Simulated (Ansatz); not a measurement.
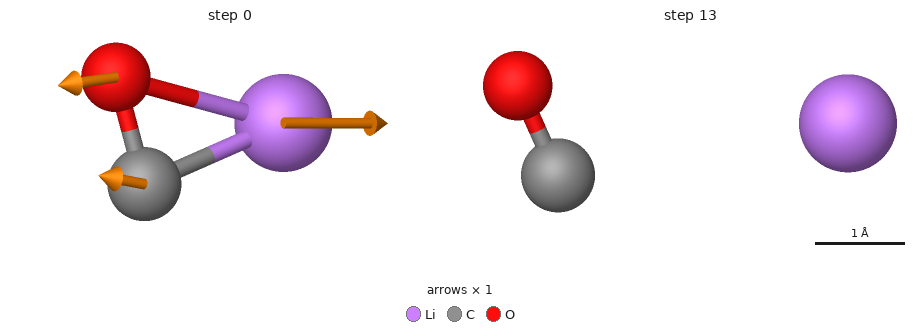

The structure of LiCO (charge −1) before (left) and after (right) a relaxation, at one scale. The orange arrows give the displacements, at their true length.

The picture is a ball-and-stick view, seen at a tilt.

These are results of RKS PBE0-D4/def2-TZVPD (Ansatz), not measurements. (force threshold 0.005 eV/Å; at most 200 steps)

> Summarise the run.

The atom that moves furthest after the best rigid fit is the Li atom (1.42 Å). Largest moves by element: Li 1.42 Å, O 0.80 Å, C 0.63 Å. Near-neighbour distances that change, for instance: Li–O 2.309 → 4.481 Å, C–Li 2.032 → 3.996 Å, C–O 1.253 → 1.133 Å. Bonds break: C–Li (2.03 → 4.00 Å), Li–O (2.31 → 4.48 Å). Over 13 geometry steps the energy falls by 22.1 kcal/mol. Largest force component: 4.4 eV/Å at the start, 0.00099 eV/Å at the end. The run took 9.5 s on 2 threads of Intel Xeon 6975P-C (shared host).
